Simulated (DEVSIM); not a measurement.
Structure: Schottky contact on n-type Ge, at 350 K.

```csv
layer (left to right),material,thickness (μm),Nd (cm⁻³),τn (s),τp (s)
1,Ge,9.60,1.2e17,1.8e-7,1.8e-7
```

Left contact: Schottky, work function 4.29 eV, emission velocity 7.4e6 cm/s. Right contact: ohmic. Voltage is applied to the left contact. Recombination: SRH at mid-gap. Mobility is constant in doping.

The device is made up for the run: typed textbook-type constants, with dimensions and the other settings drawn at random. Values at 300 K; Nc and Nv go as T^1.5, mobilities as T to minus their exponent, the gap by Varshni's rule with the affinity fixed.

```csv
parameter,Ge
gap (eV),0.664
affinity (eV),4
permittivity,16
Nc (cm⁻³),1.04e19
Nv (cm⁻³),6e18
μn (cm²/Vs),3900
μp (cm²/Vs),1900
T exponent of μn,1.66
T exponent of μp,2.33
Varshni α (eV/K),0.000477
Varshni β (K),235
```

DEVSIM, 1D drift-diffusion, Boltzmann statistics, complete ionisation; no tunnelling, impact ionisation, image-force lowering or self-heating. Metal contacts follow the ideal Schottky-Mott rule: no Fermi-level pinning, no interface dipoles.

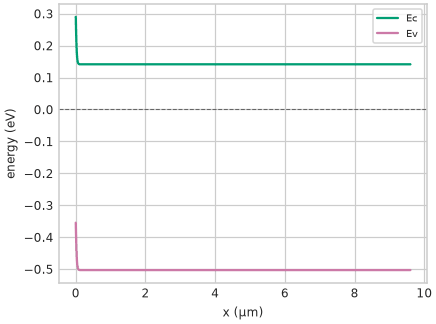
Figure. Band edges at zero bias

Energies count from the Fermi level of the right contact; mesh points crowd at the junctions.

```tsv
x (μm)	Ec (eV)	Ev (eV)	n (cm⁻³)	p (cm⁻³)	field (V/cm)
0.000	0.290	-0.354	8.7e14	6.0e13	-56000
0.01359	0.225	-0.419	7.5e15	7.0e12	-39000
0.03727	0.165	-0.479	5.5e16	9.5e11	-14000
0.07185	0.144	-0.500	1.1e17	4.7e11	-1700
0.1524	0.142	-0.503	1.2e17	4.4e11	≈ 0
0.2632	0.142	-0.503	1.2e17	4.4e11	≈ 0
0.4251	0.142	-0.503	1.2e17	4.4e11	≈ 0
0.8019	0.142	-0.503	1.2e17	4.4e11	≈ 0
1.321	0.142	-0.503	1.2e17	4.4e11	≈ 0
2.078	0.142	-0.503	1.2e17	4.4e11	≈ 0
3.398	0.142	-0.503	1.2e17	4.4e11	≈ 0
5.843	0.142	-0.503	1.2e17	4.4e11	≈ 0
7.205	0.142	-0.503	1.2e17	4.4e11	≈ 0
8.077	0.142	-0.503	1.2e17	4.4e11	≈ 0
8.816	0.142	-0.503	1.2e17	4.4e11	≈ 0
9.107	0.142	-0.503	1.2e17	4.4e11	≈ 0
9.293	0.142	-0.503	1.2e17	4.4e11	≈ 0
9.421	0.142	-0.503	1.2e17	4.4e11	≈ 0
9.514	0.142	-0.503	1.2e17	4.4e11	≈ 0
9.553	0.142	-0.503	1.2e17	4.4e11	≈ 0
9.581	0.142	-0.503	1.2e17	4.4e11	≈ 0
9.600	0.142	-0.503	1.2e17	4.4e11	≈ 0
```
